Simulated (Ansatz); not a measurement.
# Si2H10O2 (built from SMILES O.O.[SiH3][SiH3]): a reaction path by the nudged elastic band

What path joins these two structures, and how high does it climb? Both ends were relaxed at PBE0-D4 in triple zeta.

Computed with Ansatz 0.2.0, Gaussian basis. Level: PBE0-D4/def2-SVP.

28 further runs of the same task are left out: 28 set aside as unsound or not needed. Runs told in other sessions of the task aren't counted.

## Step 1: Where the work starts

The first end: 14 atoms, charge 0, spin multiplicity 1.

Atoms are counted from 1 here; the program's logs count them from 0.

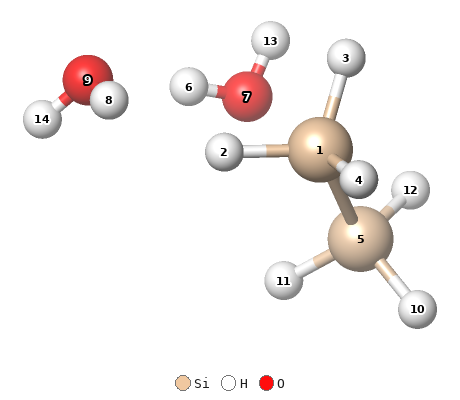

As it starts; silicon light orange, hydrogen white, oxygen red; atoms are numbered from 1 in the order of the file.

Coordinates:

| atom | x (Å) | y (Å) | z (Å) |
| --- | --- | --- | --- |
| Si1 | -0.7566 | -0.6637 | 1.2509 |
| H2 | 0.3490 | 0.2828 | 1.5852 |
| H3 | -0.1576 | -1.9951 | 0.9724 |
| H4 | -1.5662 | -0.7929 | 2.4972 |
| Si5 | -2.0425 | 0.1470 | -0.5286 |
| H6 | 1.5270 | 0.0640 | -1.0072 |
| O7 | 0.7484 | -0.3613 | -1.4054 |
| H8 | 2.2641 | 0.8557 | 0.9401 |
| O9 | 2.7506 | 0.8932 | 0.1101 |
| H10 | -3.4362 | 0.3859 | -0.0499 |
| H11 | -1.5126 | 1.4428 | -1.0213 |
| H12 | -2.1142 | -0.8408 | -1.6339 |
| H13 | 1.0306 | -1.2428 | -1.6570 |
| H14 | 2.9163 | 1.8251 | -0.0526 |

The second end:

```mol
H10O2Si2
  3D, bonds by distance, orders not assigned

 14 11  0  0  0  0  0  0  0  0999 V2000
   -0.3606   -1.4937   -0.0438 Si  0  0
    0.8130    0.8997    2.7252 H   0  0
   -0.7692   -2.6457   -0.8987 H   0  0
   -0.5807   -1.9056    1.3720 H   0  0
   -1.6341    0.3934   -0.5840 Si  0  0
    1.5540    0.6830   -0.4589 H   0  0
    1.2607   -1.1739   -0.2913 O   0  0
    0.9347    1.2568    2.0797 H   0  0
    1.2834    1.6128   -0.4577 O   0  0
   -1.5473    1.4666    0.4322 H   0  0
   -1.3030    0.9007   -1.9401 H   0  0
   -3.0397   -0.1107   -0.6204 H   0  0
    1.8864   -1.8326    0.0145 H   0  0
    1.5023    1.9493   -1.3287 H   0  0
  1  3  8  0
  1  4  8  0
  1  5  8  0
  1  7  8  0
  2  8  8  0
  5 10  8  0
  5 11  8  0
  5 12  8  0
  6  9  8  0
  7 13  8  0
  9 14  8  0
M  END
```

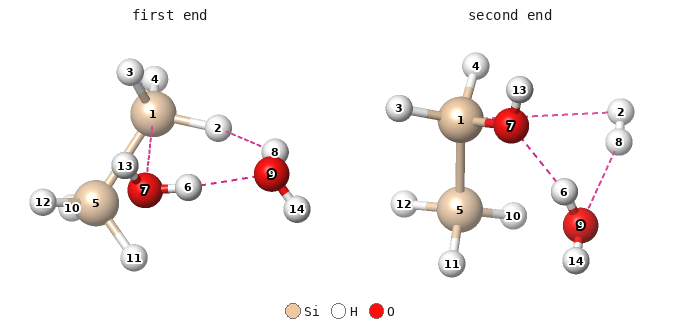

The two ends; dashed lines mark the contacts followed along the path.

## Step 2: The band at PBE0-D4/def2-SVP

File neb/in.yaml:

```yaml
crystal:
  periodic: [false, false, false]
  atoms:
    - {symbol: Si, position_ang: [-0.756570, -0.663691, 1.250929]}
    - {symbol: H, position_ang: [0.349032, 0.282794, 1.585233]}
    - {symbol: H, position_ang: [-0.157613, -1.995075, 0.972389]}
    - {symbol: H, position_ang: [-1.566217, -0.792868, 2.497226]}
    - {symbol: Si, position_ang: [-2.042482, 0.146988, -0.528616]}
    - {symbol: H, position_ang: [1.526966, 0.064040, -1.007250]}
    - {symbol: O, position_ang: [0.748413, -0.361271, -1.405433]}
    - {symbol: H, position_ang: [2.264095, 0.855664, 0.940144]}
    - {symbol: O, position_ang: [2.750561, 0.893229, 0.110096]}
    - {symbol: H, position_ang: [-3.436226, 0.385947, -0.049900]}
    - {symbol: H, position_ang: [-1.512629, 1.442788, -1.021290]}
    - {symbol: H, position_ang: [-2.114238, -0.840814, -1.633911]}
    - {symbol: H, position_ang: [1.030606, -1.242792, -1.657028]}
    - {symbol: H, position_ang: [2.916300, 1.825058, -0.052588]}
basis:
  gaussian: {orbitals: def2-SVP}
hamiltonian: {xc: pbe0, dispersion: d4}
neb:
  images: 5
  climbing: true
  max_iterations: 40
  initial_path: idpp
  final_atoms:
    - {symbol: Si, position_ang: [-0.360581, -1.493697, -0.043816]}
    - {symbol: H, position_ang: [0.812999, 0.899685, 2.725244]}
    - {symbol: H, position_ang: [-0.769191, -2.645728, -0.898689]}
    - {symbol: H, position_ang: [-0.580728, -1.905605, 1.371991]}
    - {symbol: Si, position_ang: [-1.634054, 0.393352, -0.584033]}
    - {symbol: H, position_ang: [1.554033, 0.682986, -0.458854]}
    - {symbol: O, position_ang: [1.260686, -1.173899, -0.291349]}
    - {symbol: H, position_ang: [0.934692, 1.256821, 2.079651]}
    - {symbol: O, position_ang: [1.283420, 1.612846, -0.457681]}
    - {symbol: H, position_ang: [-1.547329, 1.466554, 0.432245]}
    - {symbol: H, position_ang: [-1.302961, 0.900722, -1.940125]}
    - {symbol: H, position_ang: [-3.039740, -0.110668, -0.620371]}
    - {symbol: H, position_ang: [1.886408, -1.832649, 0.014491]}
    - {symbol: H, position_ang: [1.502345, 1.949278, -1.328706]}
```

Run with:

```bash
> ansatz run in.yaml --threads 8 --pin off --events-out ev --progress --plain --max-ram 19148MiB
```

The log of the run:

```text
Functional definition: PBE0
  name "PBE0"
  cite "Adamo & Barone, J. Chem. Phys. 110, 6158 (1999) doi:10.1063/1.478522"
  cite "Perdew, Burke & Ernzerhof, Phys. Rev. Lett. 77, 3865 (1996) doi:10.1103/PhysRevLett.77.3865"
  parent pbe
  parameter a = 0.25
  parameter kappa = 0.804
  parameter beta = 0.06672455060314922
  exchange = (1 - a)*pbe_x(kappa = kappa, mu = beta*pi^2/3) + a*exact_x
  correlation = pbe_c(beta = beta)
1185 factors; integrals over basis functions are off by at most 5.2e-4 eV
mean field evaluation 1: about -19986.6028 eV, gradient 5.9e1 eV
mean field evaluation 2: about -19981.5805 eV, gradient 7.9e1 eV
mean field evaluation 4: about -19992.5540 eV, gradient 2.4e0 eV
mean field evaluation 8: about -19992.5604 eV, gradient 6.3e-2 eV
mean field -19992.56039841 eV, -734.7130431975 hartree, gradient 1.8e-5 eV, S^2 0.000000; 0 other end points of the search recorded, 0 dependent functions left out
the calculation of the forces begins
reference -19992.56042905 eV, -734.7130443232 hartree; 27, 27 occupied and 87, 87 virtual orbitals, 1185 factors
[... from here to the last solve, the lines of the solves are left out (238 solves) ...]
WARN: NEB end point (image 0): max|allowed force component| = 3.180e-1 eV/Å (the criterion of neb.relax_end_points is 1.000e-2). That is over neb.f_tol: it is no minimum, so the barrier can be far off. Relax it first
WARN: NEB end point (image 6): max|allowed force component| = 4.179e-1 eV/Å (the criterion of neb.relax_end_points is 1.000e-2). That is over neb.f_tol: it is no minimum, so the barrier can be far off. Relax it first
NEB iter   1: max|band force component| = 4.603e0 eV/Å  barrier→ = 6.3253 eV  barrier← = 6.5419 eV  Δτ_max = 0.2000 Å  (175 SCF iters)
NEB iter   2: max|band force component| = 3.454e0 eV/Å  barrier→ = 3.8877 eV  barrier← = 4.1043 eV  Δτ_max = 0.2000 Å  (144 SCF iters)
NEB iter   3: max|band force component| = 6.704e0 eV/Å  barrier→ = 2.4118 eV  barrier← = 2.6284 eV  Δτ_max = 0.1013 Å  (139 SCF iters)
NEB iter   4: max|band force component| = 1.348e0 eV/Å  barrier→ = 1.7638 eV  barrier← = 1.9804 eV  Δτ_max = 0.2000 Å  (133 SCF iters)
NEB iter   5: max|band force component| = 1.634e0 eV/Å  barrier→ = 0.9274 eV  barrier← = 1.1440 eV  Δτ_max = 0.1004 Å  (131 SCF iters)
NEB iter   6: max|band force component| = 1.095e0 eV/Å  barrier→ = 0.6520 eV  barrier← = 0.8686 eV  Δτ_max = 0.1001 Å  (126 SCF iters)
NEB iter   7: max|band force component| = 6.758e-1 eV/Å  barrier→ = 0.5727 eV  barrier← = 0.7893 eV  Δτ_max = 0.1992 Å  (128 SCF iters)
NEB iter   8: max|band force component| = 7.519e-1 eV/Å  barrier→ = 0.4316 eV  barrier← = 0.6482 eV  CI = image 2  Δτ_max = 0.1963 Å  (132 SCF iters)
NEB iter   9: max|band force component| = 9.742e-1 eV/Å  barrier→ = 0.6347 eV  barrier← = 0.8513 eV  CI = image 2  Δτ_max = 0.2000 Å  (124 SCF iters)
NEB iter  10: max|band force component| = 1.160e0 eV/Å  barrier→ = 0.8058 eV  barrier← = 1.0224 eV  CI = image 2  Δτ_max = 0.2000 Å  (118 SCF iters)
NEB iter  11: max|band force component| = 1.210e0 eV/Å  barrier→ = 1.1864 eV  barrier← = 1.4030 eV  CI = image 2  Δτ_max = 0.2000 Å  (120 SCF iters)
NEB iter  12: max|band force component| = 1.181e0 eV/Å  barrier→ = 1.3125 eV  barrier← = 1.5291 eV  CI = image 2  Δτ_max = 0.1990 Å  (122 SCF iters)
NEB iter  13: max|band force component| = 8.580e-1 eV/Å  barrier→ = 1.5128 eV  barrier← = 1.7294 eV  CI = image 2  Δτ_max = 0.2000 Å  (126 SCF iters)
NEB iter  14: max|band force component| = 8.042e-1 eV/Å  barrier→ = 1.4326 eV  barrier← = 1.6492 eV  CI = image 2  Δτ_max = 0.1000 Å  (123 SCF iters)
NEB iter  15: max|band force component| = 6.850e-1 eV/Å  barrier→ = 1.3902 eV  barrier← = 1.6068 eV  CI = image 2  Δτ_max = 0.1002 Å  (118 SCF iters)
NEB iter  16: max|band force component| = 5.252e-1 eV/Å  barrier→ = 1.3388 eV  barrier← = 1.5554 eV  CI = image 2  Δτ_max = 0.1457 Å  (117 SCF iters)
NEB iter  17: max|band force component| = 2.815e-1 eV/Å  barrier→ = 1.2944 eV  barrier← = 1.5110 eV  CI = image 2  Δτ_max = 0.0665 Å  (118 SCF iters)
NEB iter  18: max|band force component| = 2.866e-1 eV/Å  barrier→ = 1.2717 eV  barrier← = 1.4883 eV  CI = image 2  Δτ_max = 0.0333 Å  (116 SCF iters)
NEB iter  19: max|band force component| = 2.799e-1 eV/Å  barrier→ = 1.2630 eV  barrier← = 1.4796 eV  CI = image 2  Δτ_max = 0.0667 Å  (116 SCF iters)
NEB iter  20: max|band force component| = 2.625e-1 eV/Å  barrier→ = 1.2502 eV  barrier← = 1.4668 eV  CI = image 2  Δτ_max = 0.0667 Å  (120 SCF iters)
NEB iter  21: max|band force component| = 1.682e-1 eV/Å  barrier→ = 1.2437 eV  barrier← = 1.4603 eV  CI = image 2  Δτ_max = 0.1334 Å  (119 SCF iters)
NEB iter  22: max|band force component| = 1.306e-1 eV/Å  barrier→ = 1.2437 eV  barrier← = 1.4603 eV  CI = image 2  Δτ_max = 0.1332 Å  (121 SCF iters)
NEB iter  23: max|band force component| = 1.974e-1 eV/Å  barrier→ = 1.2457 eV  barrier← = 1.4623 eV  CI = image 2  Δτ_max = 0.0665 Å  (120 SCF iters)
NEB iter  24: max|band force component| = 1.552e-1 eV/Å  barrier→ = 1.2439 eV  barrier← = 1.4605 eV  CI = image 2  Δτ_max = 0.0667 Å  (122 SCF iters)
NEB iter  25: max|band force component| = 1.191e-1 eV/Å  barrier→ = 1.2431 eV  barrier← = 1.4597 eV  CI = image 2  Δτ_max = 0.0664 Å  (124 SCF iters)
NEB iter  26: max|band force component| = 1.053e-1 eV/Å  barrier→ = 1.2421 eV  barrier← = 1.4587 eV  CI = image 2  Δτ_max = 0.0665 Å  (127 SCF iters)
NEB iter  27: max|band force component| = 1.177e-1 eV/Å  barrier→ = 1.2416 eV  barrier← = 1.4582 eV  CI = image 2  Δτ_max = 0.0333 Å  (125 SCF iters)
NEB iter  28: max|band force component| = 1.052e-1 eV/Å  barrier→ = 1.2412 eV  barrier← = 1.4578 eV  CI = image 2  Δτ_max = 0.0333 Å  (121 SCF iters)
NEB iter  29: max|band force component| = 7.624e-2 eV/Å  barrier→ = 1.2410 eV  barrier← = 1.4576 eV  CI = image 2  Δτ_max = 0.0331 Å  (121 SCF iters)
1188 factors; integrals over basis functions are off by at most 1.1e-3 eV
mean field -19991.30135598 eV, -734.6667742416 hartree, gradient 1.0e-6 eV, S^2 0.000000; 0 other end points of the search recorded, 0 dependent functions left out
the calculation of the forces begins
reference -19991.30138621 eV, -734.6667753523 hartree; 27, 27 occupied and 87, 87 virtual orbitals, 1188 factors
NEB iter  30: max|band force component| = 4.993e-2 eV/Å  barrier→ = 1.2408 eV  barrier← = 1.4574 eV  CI = image 2  CI's point: of a kind that is not told: the force calls were inconclusive, a negative curvature could not be distinguished from the path's own, the only one lies far off the path, or fixed occupations may fill a level only in part  Δτ_max = 0.0000 Å  (2016 SCF iters)
Total energy: -19991.52291596 eV, -734.6749164207 hartree
Atom 0 at    -0.308504    -0.926332     0.365487 Å, force     0.032712    -0.005045    -0.002398 eV/Å
Atom 1 at     0.031625     0.677311     0.950284 Å, force    -0.007756     0.007699    -0.000884 eV/Å
Atom 2 at    -0.302351    -2.312340    -0.299359 Å, force    -0.002341    -0.001475    -0.003020 eV/Å
Atom 3 at    -0.621689    -1.311024     1.780272 Å, force    -0.001472    -0.002937     0.002441 eV/Å
Atom 4 at    -2.072893     0.149854    -0.747818 Å, force    -0.000640     0.001957    -0.000739 eV/Å
Atom 5 at     2.043652     0.271938     0.172320 Å, force     0.001210     0.012274     0.004655 eV/Å
Atom 6 at     1.420541    -0.764764    -0.162413 Å, force    -0.018059     0.006629    -0.005784 eV/Å
Atom 7 at     1.085457     1.185845     0.940816 Å, force     0.001438    -0.000421     0.005981 eV/Å
Atom 8 at     2.144325     1.307267     0.654297 Å, force    -0.001309    -0.006283     0.001099 eV/Å
Atom 9 at    -2.784330     1.080450     0.186435 Å, force    -0.000069     0.000476    -0.001064 eV/Å
Atom 10 at    -1.473763     0.995773    -1.836545 Å, force    -0.001611    -0.000683    -0.003130 eV/Å
Atom 11 at    -3.078359    -0.755166    -1.394496 Å, force     0.001089    -0.001420     0.002313 eV/Å
Atom 12 at     1.782494    -1.567210    -0.557187 Å, force    -0.007768    -0.008101     0.003058 eV/Å
Atom 13 at     2.133793     1.968396    -0.052091 Å, force     0.004576    -0.002669    -0.002528 eV/Å
Dipole moment:     0.778899     0.261803    -0.289941 e Å
```

It took 3.4 min on 8 threads of Arm Neoverse V1, shared host.

The last band:

| image | path (Å) | energy (kJ/mol) | Si1–O7 (Å) | H6–O9 (Å) | H2–H8 (Å) | Si1–H2 (Å) |
| --- | --- | --- | --- | --- | --- | --- |
| 0 | 0.00 | 0.0 | 3.07 | 1.85 | 2.10 | 1.49 |
| 1 | 2.45 | 8.0 | 2.82 | 1.80 | 1.97 | 1.50 |
| 2 | 4.90 | 119.7 | 1.82 | 1.15 | 1.17 | 1.74 |
| 3 | 7.28 | -12.9 | 1.69 | 0.97 | 0.77 | 3.32 |
| 4 | 9.67 | -15.8 | 1.69 | 0.97 | 0.76 | 4.26 |
| 5 | 12.06 | -20.5 | 1.70 | 0.97 | 0.76 | 4.51 |
| 6 | 14.45 | -20.9 | 1.67 | 0.97 | 0.75 | 3.84 |

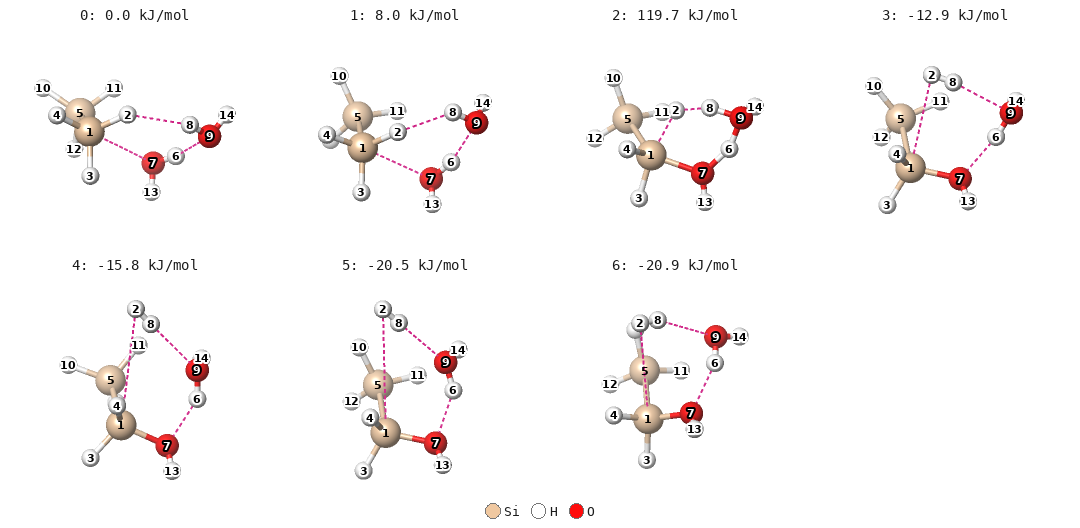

The images of the last band.

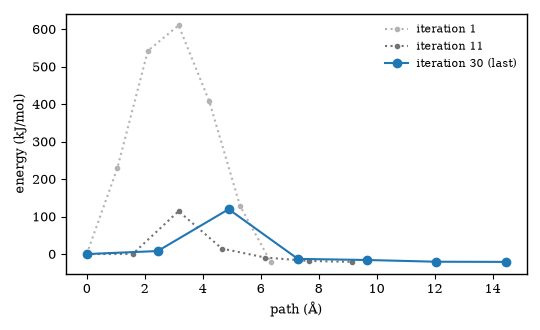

Energy along the path.

The highest image, 2:

```
Si   -0.3085   -0.9263    0.3655
H     0.0316    0.6773    0.9503
H    -0.3024   -2.3123   -0.2994
H    -0.6217   -1.3110    1.7803
Si   -2.0729    0.1499   -0.7478
H     2.0437    0.2719    0.1723
O     1.4205   -0.7648   -0.1624
H     1.0855    1.1858    0.9408
O     2.1443    1.3073    0.6543
H    -2.7843    1.0804    0.1864
H    -1.4738    0.9958   -1.8365
H    -3.0784   -0.7552   -1.3945
H     1.7825   -1.5672   -0.5572
H     2.1338    1.9684   -0.0521
```

## Step 3: Summary of results

| quantity | value |
| --- | --- |
| PBE0-D4/def2-SVP, 30 iterations | highest 119.7 kJ/mol (image 2), last end -20.9 kJ/mol |
| from earlier runs: barrier over the separately found saddle, CCSD(T)/def2-TZVPP | 156.0 kJ/mol |

**Reading.** The highest image lies 119.7 kJ/mol above the first end, and it climbed, so it estimates the saddle. The ends are not quite minima at this level (largest force component 0.42 eV/Å), so the heights are unreliable: relaxing the first end would lower it and raise the barrier above it. The highest image is 36.3 kJ/mol below the CCSD(T) barrier in triple zeta, which comes from separate runs on the saddle.
